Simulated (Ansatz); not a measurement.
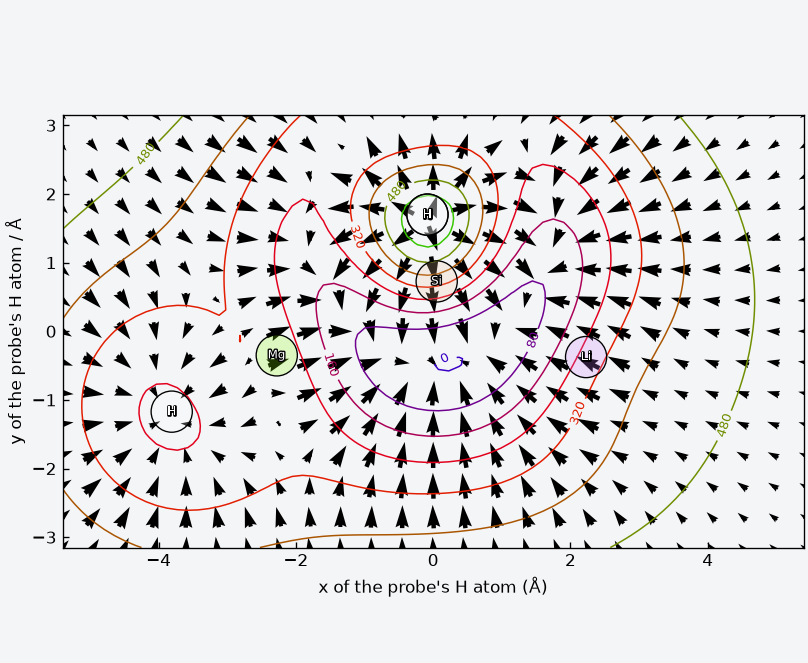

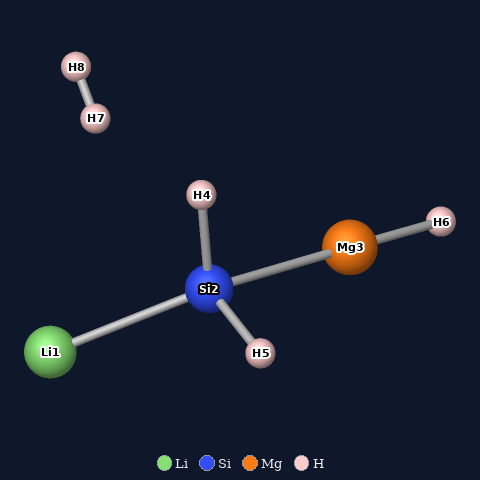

Energy landscape of H₃LiMgSi (SMILES [Li][SiH2][MgH]) with the probe H2. The probe is moved over a plane parallel to the molecule's main plane, 2.87 Å above it. Coordinates scanned: (1) x of the probe's H atom; (2) y of the probe's H atom. Nothing is relaxed (molecule and probe rigid, the probe upright with H nearest the plane). The grid has 25 × 15 points. All energies are given in cm⁻¹ relative to the lowest grid point. Computed with RKS PBE-D4/def2-SVPD (Ansatz).

Drawn: contour lines labelled in cm⁻¹, dots at the grid points, arrows along the force (downhill), their lengths compressed, labelled circles for the molecule's atoms, projected on the plane. Between grid points the surface is interpolated. The second picture is the structure at the lowest point.

Describe this landscape.

Answer. The lowest grid point is at x of the probe's H atom = 0.45 Å, y of the probe's H atom = −0.45 Å. There is a further well near x of the probe's H atom = −4.05 Å, y of the probe's H atom = −1.35 Å (231 cm⁻¹ above the lowest at that grid point). The highest grid point, x of the probe's H atom = 0.00 Å, y of the probe's H atom = 1.80 Å, lies 605 cm⁻¹ above the lowest. On the interpolated surface the easiest way out of the lowest well to the well at about x of the probe's H atom = −3.88 Å, y of the probe's H atom = −1.29 Å passes a barrier of about 300 cm⁻¹. Near the minimum the curvatures are about 0.011 and 0.063 eV/Å² along the soft and the stiff direction.

Grid values (cm⁻¹):

| y of the probe's H atom ↓, x of the probe's H atom → | −4.95 | −4.05 | −3.15 | −2.25 | −1.35 | −0.45 | 0.45 | 1.35 | 2.25 | 3.15 | 4.05 | 4.95 |
| --- | --- | --- | --- | --- | --- | --- | --- | --- | --- | --- | --- | --- |
| 3.15 | 532 | 502 | 445 | 354 | 274 | 260 | 273 | 290 | 368 | 451 | 505 | 537 |
| 2.70 | 517 | 479 | 412 | 311 | 261 | 302 | 314 | 259 | 318 | 419 | 487 | 527 |
| 2.25 | 498 | 454 | 380 | 277 | 276 | 429 | 418 | 241 | 266 | 386 | 469 | 518 |
| 1.80 | 475 | 426 | 353 | 253 | 286 | 552 | 504 | 212 | 218 | 358 | 453 | 509 |
| 1.35 | 448 | 396 | 336 | 236 | 256 | 535 | 474 | 163 | 184 | 340 | 442 | 501 |
| 0.90 | 416 | 365 | 327 | 233 | 193 | 396 | 342 | 103 | 174 | 339 | 437 | 497 |
| 0.45 | 380 | 330 | 323 | 247 | 132 | 215 | 173 | 60 | 193 | 353 | 438 | 494 |
| 0.00 | 346 | 293 | 314 | 274 | 108 | 71 | 42 | 55 | 233 | 377 | 445 | 495 |
| −0.45 | 317 | 259 | 296 | 298 | 128 | 18 | 0 | 92 | 279 | 399 | 454 | 497 |
| −0.90 | 301 | 235 | 271 | 306 | 176 | 53 | 43 | 154 | 319 | 416 | 462 | 502 |
| −1.35 | 303 | 231 | 255 | 302 | 230 | 136 | 131 | 224 | 349 | 428 | 471 | 507 |
| −1.80 | 321 | 250 | 260 | 304 | 279 | 226 | 226 | 288 | 376 | 440 | 481 | 514 |
| −2.25 | 353 | 289 | 289 | 324 | 325 | 304 | 307 | 345 | 405 | 457 | 493 | 521 |
| −2.70 | 393 | 340 | 336 | 361 | 371 | 368 | 374 | 398 | 438 | 476 | 506 | 529 |
| −3.15 | 434 | 393 | 387 | 406 | 418 | 422 | 428 | 444 | 470 | 496 | 518 | 536 |

The table holds every second grid line.

The input of one point:

```yaml
crystal:
  periodic: [false, false, false]
  atoms:
    - { symbol: Li, position_ang: [2.227602, -0.375533, 0.0] }
    - { symbol: Si, position_ang: [0.051057, 0.726374, 0.0] }
    - { symbol: Mg, position_ang: [-2.278659, -0.350841, 0.0] }
    - { symbol: H, position_ang: [-0.083531, 1.700961, 1.17463] }
    - { symbol: H, position_ang: [-0.083552, 1.698363, -1.176801] }
    - { symbol: H, position_ang: [-3.809029, -1.170768, 0.000621] }
    - { symbol: H, position_ang: [0.45, -0.45, 2.87] }
    - { symbol: H, position_ang: [0.45, -0.45, 3.637662] }
basis:
  gaussian: { orbitals: def2-SVPD }
hamiltonian:
  xc: pbe
  dispersion: d4
output:
  forces: true
```

Each point was launched as `ansatz run input.yaml --threads 1 --pin off --max-ram 2560MiB --backend cpu --events-out ev --progress --plain --runs-dir out`. The whole map (375 points run) took 18 min on 1 thread of Arm Neoverse V2, with other jobs on the host.
